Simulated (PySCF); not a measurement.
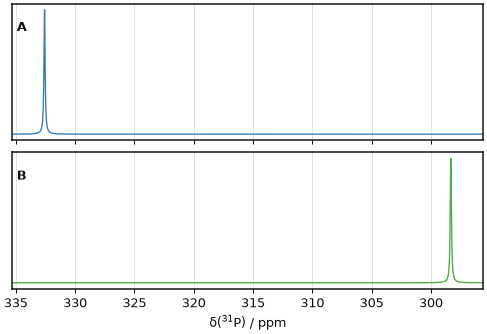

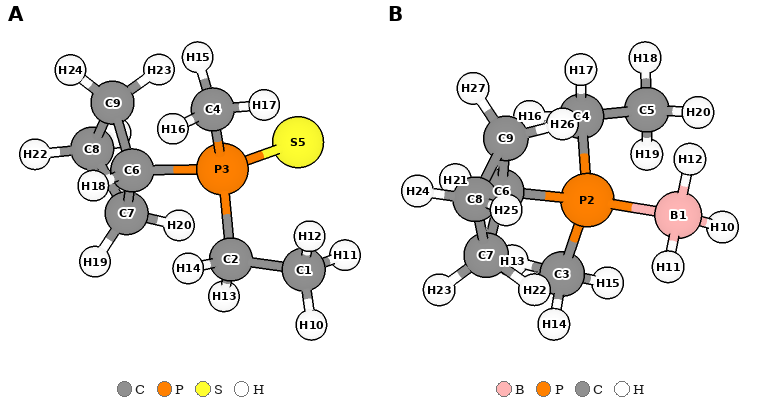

Related molecules: A is C₇H₁₅PS, SMILES CC[P@@](C)(=S)C1CCC1; B is C₇H₁₈BP, SMILES [BH3-][P@+](C)(CC)C1CCC1. GIAO ³¹P shifts against PH₃ (³¹P: the usual scale starts at 85 % H₃PO₄ instead), PBE0/pcSseg-1, PySCF, at a GFN2-xTB geometry (no frequency check); fully decoupled, line heights follow the number of nuclei within a panel, widths are arbitrary (no quadrupolar broadening); values of one conformer, averaged over methyl-type rotors and exact or near symmetry; other conformers aren't averaged in.

How does the ³¹P shift respond?

From A (332.6 ppm) to B (298.3 ppm) the nucleus is shielded by 34.3 ppm.

Limits of at least one run: the tight-binding geometry is rougher than a DFT one and adds to the error.
